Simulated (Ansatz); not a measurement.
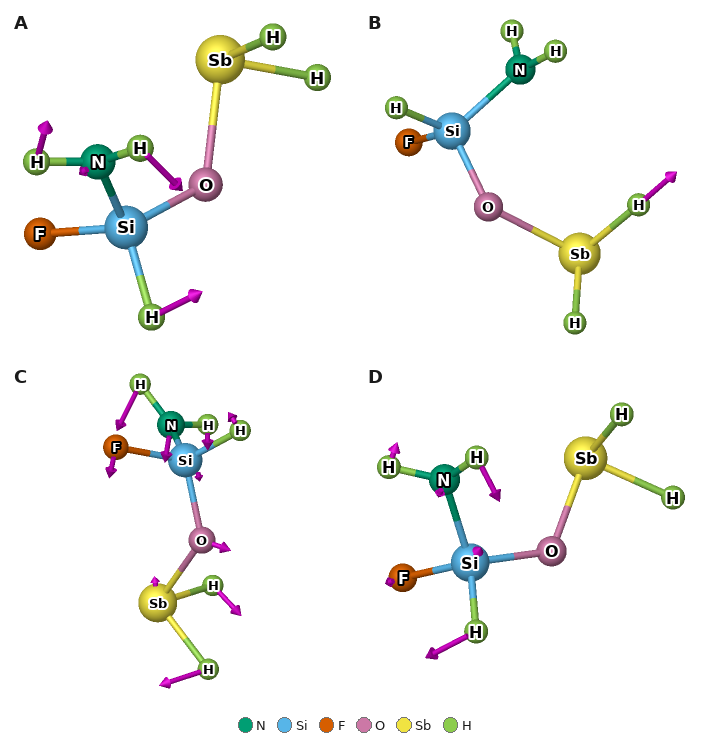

4 normal modes of one molecule or complex, as arrows. Harmonic vibrations computed with RKS PBE0-D4/def2-TZVP, core potentials on Sb (Ansatz 0.2.0) at a stationary point of the same level.

Match the panels to the wavenumbers 72 cm⁻¹, 761 cm⁻¹, 935 cm⁻¹, 1931 cm⁻¹.

Answer. A: 761 cm⁻¹, H–N–Si bending
B: 1931 cm⁻¹, Sb–H stretching
C: 72 cm⁻¹
D: 935 cm⁻¹
